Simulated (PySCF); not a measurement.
## A study: C5H5FNO2, doublet, SMILES `COC1=C(F)CC(=O)[N]1`

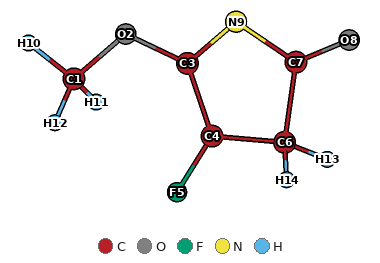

The molecule, with its atoms numbered as below. No frequency check shows the geometry to be a minimum.

Cartesian coordinates (Å):

```
C1      -2.7360    0.5219   -0.0000
O2      -1.5036    1.2218   -0.0005
C3      -0.3773    0.5330   -0.0002
C4      -0.1802   -0.8650   -0.0007
F5      -1.1182   -1.8134    0.0012
C6       1.2596   -1.1545   -0.0021
C7       1.8210    0.2947   -0.0001
O8       2.9897    0.5754    0.0011
N9       0.7778    1.1839    0.0002
H10     -3.5060    1.2903    0.0001
H11     -2.8427   -0.1004   -0.8914
H12     -2.8421   -0.0998    0.8932
H13      1.5988   -1.7084   -0.8792
H14      1.5994   -1.7077    0.8793
```

### 1. Bonding charge

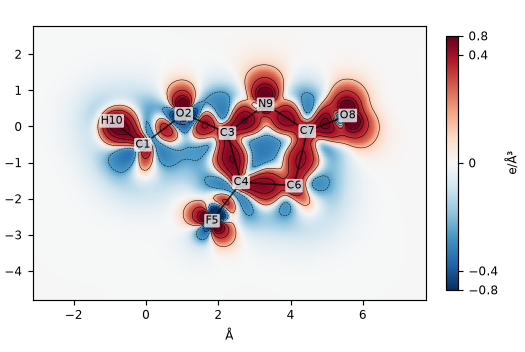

Deformation density (molecule less spherical, spin-averaged free atoms) in a plane through 10 of the atoms; colour scale in e/Å³, logarithmic beyond ±0.1; red: gain, blue: loss.

PySCF calculation, TPSS/def2-SVPD, gas phase; geometry: GFN2-xTB. The stability of the open-shell solution wasn't checked. GFN2-xTB doesn't know the spin state, so this open-shell geometry is rough.

> Describe the bonding that the map shows.

The five largest and four smallest: C1–H10: +0.74 e/Å³ at the bond critical point (bond length 1.09 Å). C3–N9: +0.62 e/Å³ at the bond critical point (bond length 1.33 Å). C7–O8: +0.61 e/Å³ at the bond critical point (bond length 1.20 Å). C3–C4: +0.60 e/Å³ at the bond critical point (bond length 1.41 Å). C4–C6: +0.51 e/Å³ at the bond critical point (bond length 1.47 Å). C6–C7: +0.45 e/Å³ at the bond critical point (bond length 1.55 Å). O2–C3: +0.27 e/Å³ at the bond critical point (bond length 1.32 Å). C1–O2: +0.01 e/Å³ at the bond critical point (bond length 1.42 Å); up to 0.6 Å beside the axis the gain reaches +0.28 e/Å³. C4–F5: −0.03 e/Å³ at the bond critical point (bond length 1.33 Å); up to 0.6 Å beside the axis the gain reaches +0.23 e/Å³. In all, 3.2 electrons gather in the regions of gain relative to the promolecule. A small or negative value marks a very polar bond, one between electron-rich atoms, whose free-atom densities already overlap strongly, a long bond to a heavier atom, or a closed-shell contact such as a hydrogen bond.

### 2. Bond critical points

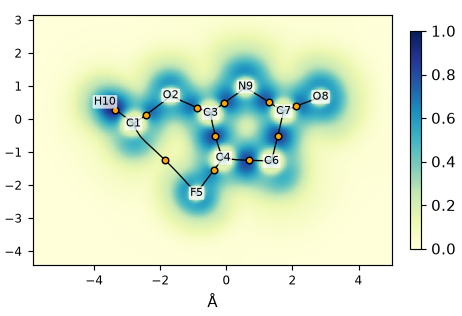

Localised orbital locator (LOL) in a plane through 10 of the atoms, with bond paths and bond critical points (dots).

> What values does LOL take at the bond critical points in this plane?

C1–H10: about 0.91; C6–C7: about 0.83; C4–C6: about 0.81; C3–C4: about 0.80; C3–N9: about 0.69; C7–N9: about 0.68; C1–O2: about 0.49; O2–C3: about 0.48; C7–O8: about 0.45; C4–F5: about 0.41; C1–F5: about 0.12. Values above 0.5 mark slow, localised electrons, as in shared pairs; low values at a critical point mark a polar or closed-shell contact whose critical point lies between the shells.

> Where along C7–O8 does the critical point lie?

0.40 Å from C7 and 0.80 Å from O8.

### 3. Electrostatic potential

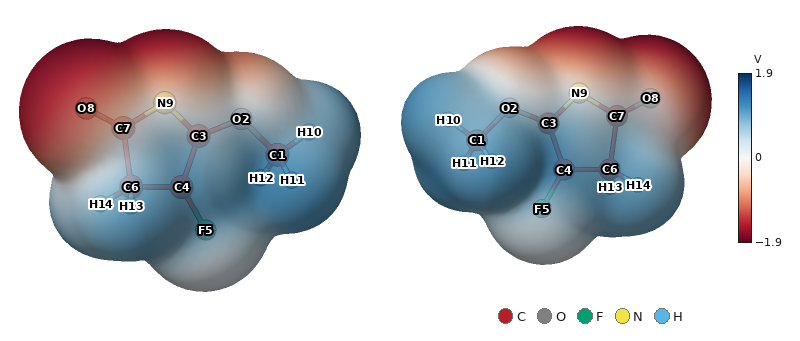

Electrostatic potential on the surface of electron density 0.001 a.u. (back view left, front view right).

> Where are the extremes of the potential on the surface?

Highest: 1.25 V, 1.5 Å from H12, and at like points elsewhere. Further maxima include 1.09 V, 1.3 Å from H10; 1.07 V, 1.3 Å from H13. Lowest: −1.84 V, 1.8 Å from O8. Further minima include 0.13 V, 1.6 Å from F5. The surface is sampled at points, so like sites can differ by a few per cent and only the strongest of them is named.

> What volume does the surface enclose, and what is the dipole moment?

About 141 Å³; the dipole moment is 5.9 D.

### 4. Spin density

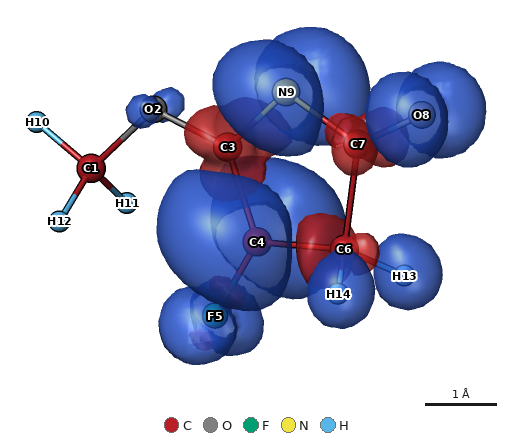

Spin density ρα − ρβ at ±0.01 e/Å³ (blue: excess α, red: excess β).

> How is the spin shared among the atoms?

Hirshfeld spin populations: C4 +0.44, N9 +0.23, O8 +0.11, F5 +0.10 and C3 +0.05. ⟨S²⟩ = 0.76, against 0.75 for a pure state. The picture also shows regions of β spin from spin polarisation; the Hirshfeld sums, whose atoms overlap, net them against the α spin of neighbours.

### 5. Removing or adding an electron

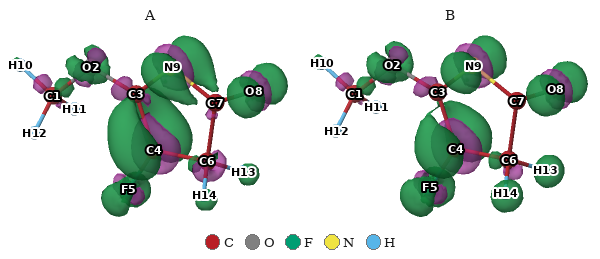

The two Fukui functions at ±0.04 e/Å³ (green positive, purple negative).

Method: TPSS/def2-SVP; geometry: GFN2-xTB; program: PySCF. GFN2-xTB doesn't know the spin state, so this open-shell geometry is rough.

> Why do the two look alike?

The electron leaves from or enters the same singly occupied orbital. A is f⁺, B is f⁻. f⁻ (Hirshfeld-condensed) is largest on C4 (0.18), O8 (0.15) and N9 (0.14); the vertical ionisation energy is 8.54 eV (to the singlet cation, which needn't be its lowest state). f⁺ (Hirshfeld-condensed) is largest on C4 (0.18), N9 (0.15) and O8 (0.14); the vertical electron affinity is 1.24 eV (to the singlet anion, which needn't be its lowest state; the anion's highest orbital has positive energy, so this value and f⁺ depend on the basis).
